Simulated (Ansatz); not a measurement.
## Electronic structure of H₄OSi···PH₃ in real space

Input

```
crystal:
  periodic: [false, false, false]
  atoms:
    - { symbol: Si, position_ang: [-0.136093, -0.026149, 0.026566] }
    - { symbol: H, position_ang: [0.050266, 0.083231, 1.476832] }
    - { symbol: H, position_ang: [1.17067, -0.06826, -0.645904] }
    - { symbol: H, position_ang: [-0.883833, 1.175277, -0.43272] }
    - { symbol: O, position_ang: [-0.999211, -1.37319, -0.401844] }
    - { symbol: H, position_ang: [-1.95116, -1.344788, -0.371826] }
    - { symbol: P, position_ang: [1.751811, -2.517212, 1.372679] }
    - { symbol: H, position_ang: [0.652164, -2.748683, 0.520424] }
    - { symbol: H, position_ang: [2.54127, -1.894102, 0.379045] }
    - { symbol: H, position_ang: [1.235117, -1.303624, 1.889149] }
basis:
  gaussian: { orbitals: def2-SVP }
hamiltonian:
  xc: { name: BHLYP }
  dispersion: d4
relax:
  f_tol: 0.03
  max_steps: 50
output:
  orbitals: {}
```

Run with:

```sh
ansatz run input.yaml --threads 2 --pin off --max-ram 3072MiB --backend cpu --events-out ev --progress --plain --runs-dir out
```

The fields are those of the run's last geometry, not of the input's.

Theory: RKS BHLYP-D4/def2-SVP (Ansatz 0.2.0).

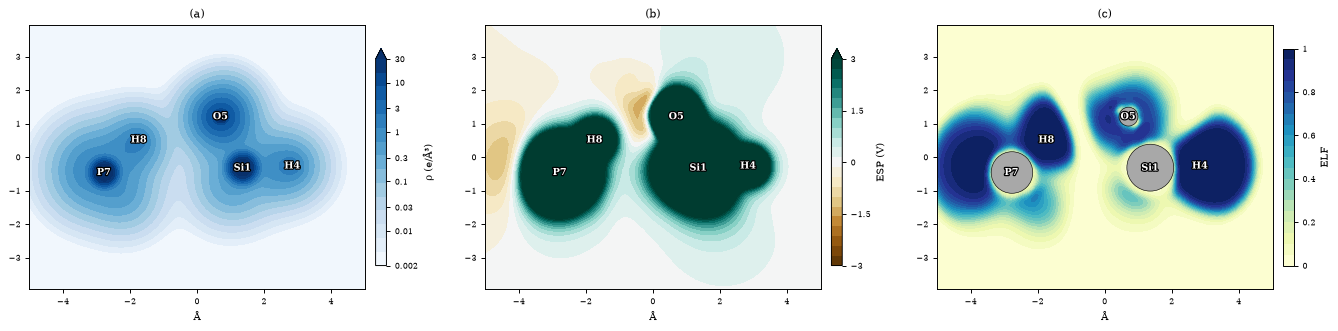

Figure 1. (a) electron density; (b) molecular electrostatic potential; (c) electron localisation function on the plane of atoms H4, Si1 and O5. Grey discs cover the atomic cores in the ELF map.

### What do the fields say about this system?

Atoms in the plane: Si, H, O and P.
O5···H8 (2.55 Å): the density falls to about 0.06 e/Å³ on the way; the ELF dips to about 0.05 between them; a non-bonded, intermolecular contact.
Si–O (1.66 Å): the density is about 1.1 e/Å³ at the midpoint; the ELF peaks at about 0.90 between the atoms; a polar covalent bond.
P–H (1.42 Å): ρ at the midpoint is about 1.1 e/Å³; the ELF climbs to about 1 towards the hydrogen, as it does in any bond to H.
Si–H (1.48 Å): ρ is about 0.78 e/Å³ halfway; the ELF climbs to about 1 towards the hydrogen.
The ELF also peaks beside P7 and O5, away from the bonds: lone-pair regions.
Outside the dense part of the complex the potential is most negative (−1.5 V) near O5.

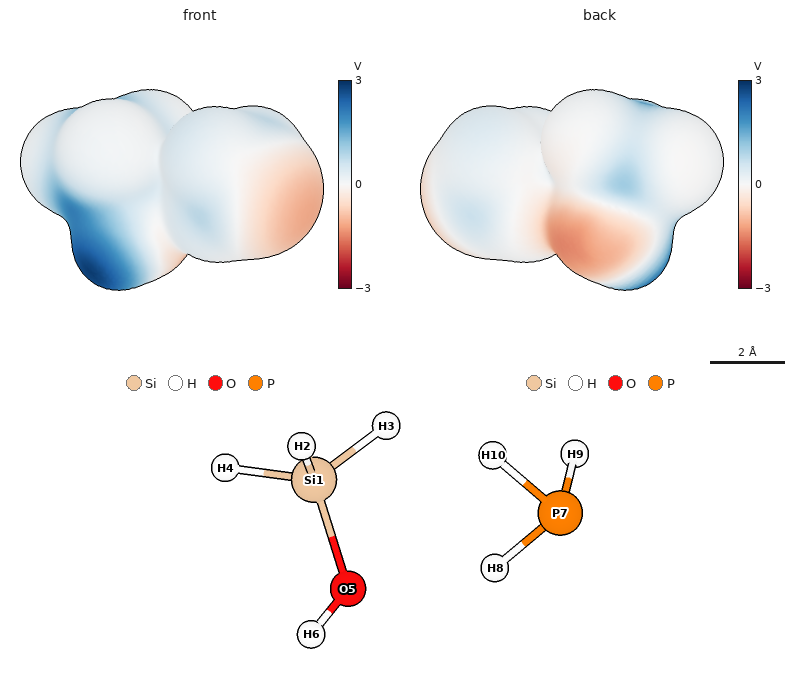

Figure 2. The electrostatic potential painted on the density surface at 0.002 e/bohr³, seen from the front and from behind; the colour scale runs from red (negative) to blue (positive). The bare structure is drawn below in the same view.

### Which sites attract a positive test charge, and which a negative one?

A positive charge is drawn to the negative regions and a negative charge to the positive ones. The most negative region (about −1.4 V, or −32 kcal/mol for a unit charge) lies over O5, the most positive (about +2.7 V, or +62 kcal/mol for a unit charge) over H6. O5 is the likeliest acceptor of a hydrogen bond.

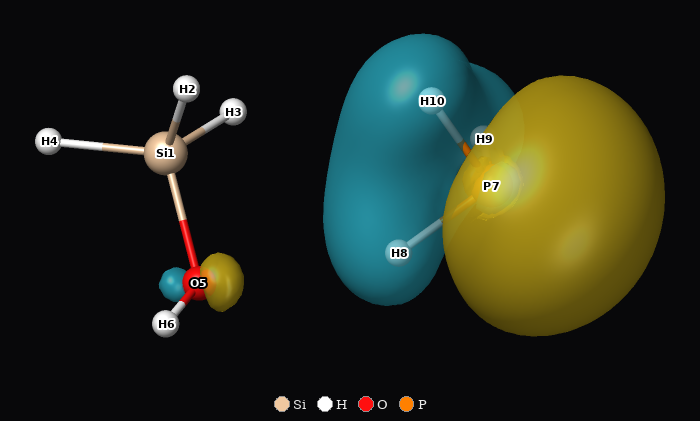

Figure 3. The HOMO at ±0.08 Å⁻³ᐟ² (yellow and cyan are the two phases), seen at a tilt.

### What is the character of this orbital?

Its weight (Hirshfeld) is mainly on P7 (about 80 %); largely a lone pair of P7. Its energy is −8.56 eV.
